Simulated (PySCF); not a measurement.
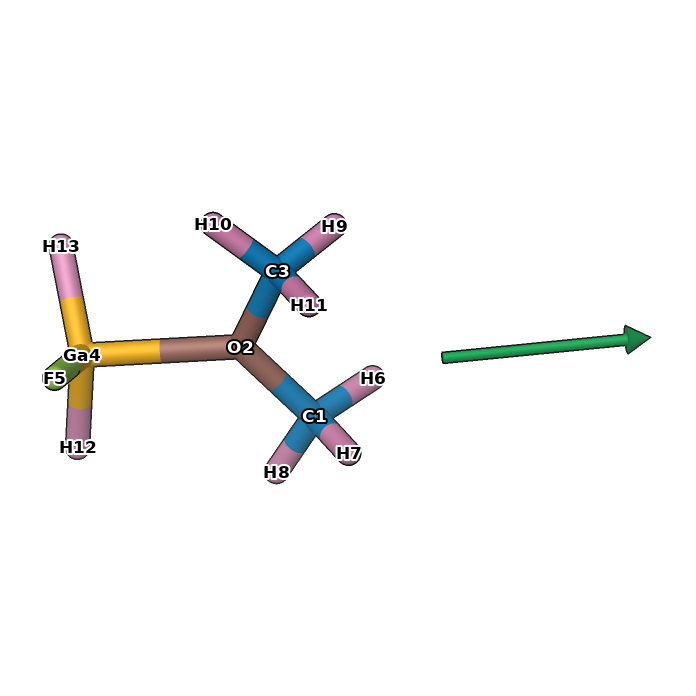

The arrow beside the molecule shows the direction of the dipole moment, from the negative to the positive end (its length means nothing). The computed structure is the end point of a GFN2-xTB optimisation. No frequency run is at hand to confirm it as a minimum. Method: B3LYP/pcJ-1 (pcSseg-1 on Ga), gas phase (PySCF 2.14.0).

Estimate the dipole moment.

Answer. 5.17 D; it points from the side of F5 to the side of H6 (the outermost atoms at the two ends).

The geometry is semi-empirical. Around Ga such bond lengths and angles can be off by a tenth of an ångström or more and by several degrees, and values that hang on the shape move with them.
